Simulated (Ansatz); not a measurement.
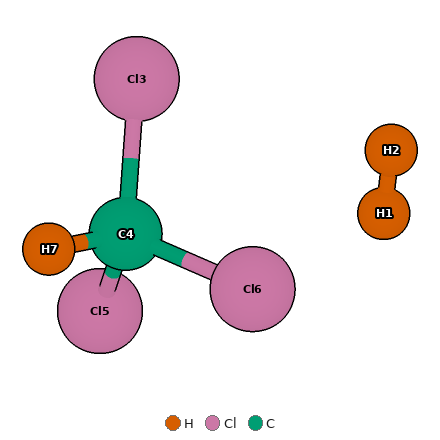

The system is the pair H₂···CHCl₃; the picture shows the reference structure. 
- The turn is about an axis along (0.90, −0.40, 0.17) in the frame of the relaxed pair, normal to the line between the partners.
- Coordinates scanned: (1) distance Cl5···H1; (2) turn of H1, H2 about its own atom H1.
- The grid has 9 × 8 points.
- Points are written as (first, second).
- All energies are given in meV relative to the lowest grid point.
- Method: RKS PBE0-D4/def2-SVPD in Ansatz.

Its coordinates:

```xyz
7

H     0.1807   -0.7741   -2.4843
H     0.0315   -0.0438   -2.6318
Cl   -1.0140    1.4330    0.3421
C    -0.0464    0.1795    1.1235
Cl   -0.7070   -1.4276    0.8102
Cl    1.6475    0.2818    0.6375
H    -0.0923    0.3513    2.2028
```

Range: distance Cl5···H1 from 2.918 to 5.518 Å; turn of H1, H2 about its own atom H1 from −180 to 135°.

What will the energy surface look like?

The lowest grid point is at (3.577 Å, 0°). The highest grid point, (2.918 Å, 90°), lies 149.2 meV above the lowest. Round the minimum the valley is strongly tilted: raising distance Cl5···H1 shifts the best value of the second coordinate upwards (coupling k₁₂/√(k₁₁k₂₂) about −0.8).

```csv
"second ↓, first →",2.918,3.060,3.292,3.577,3.903,4.265,4.656,5.075,5.518
135,124.2,69.0,23.2,4.2,1.7,6.9,15.2,23.0,28.3
90,149.2,87.2,32.8,7.2,0.4,3.3,11.0,19.5,26.1
45,81.5,45.7,14.8,1.5,0.7,6.9,15.5,23.3,28.8
0,24.0,10.7,1.2,0.0,5.5,14.0,21.7,27.5,31.3
−45,8.8,3.1,0.0,2.2,8.4,16.3,23.4,28.4,31.6
−90,10.4,4.4,1.0,2.8,8.5,16.0,22.9,28.0,31.3
−135,26.0,13.2,4.1,3.4,8.6,16.2,23.2,28.3,31.7
−180,65.8,35.9,11.7,3.7,6.4,14.0,21.5,27.2,31.1
```

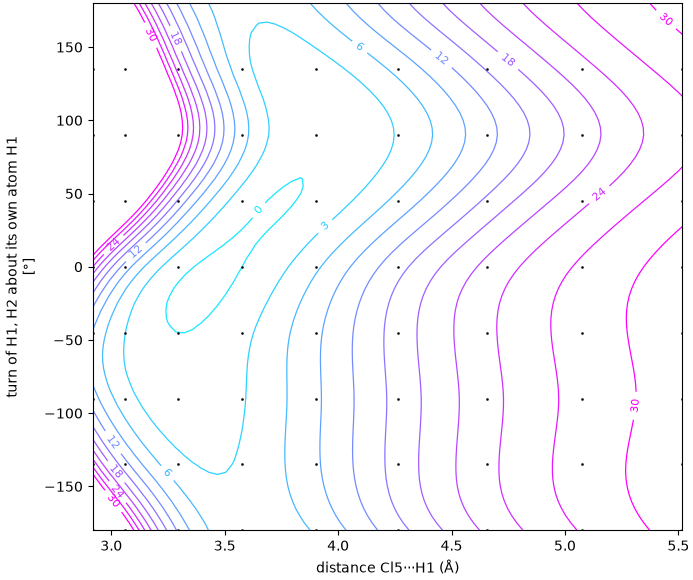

In the figure: contour lines labelled in meV (none above 30), dots at the grid points. Between grid points the surface is interpolated.

Each point was launched as `ansatz run input.yaml --threads 1 --pin off --max-ram 2560MiB --backend cpu --events-out ev --progress --plain --runs-dir out`. Time for the 72 points that were run: 7.7 min on 1 thread of AMD EPYC 7B13 (Zen 3), with other jobs on the host.
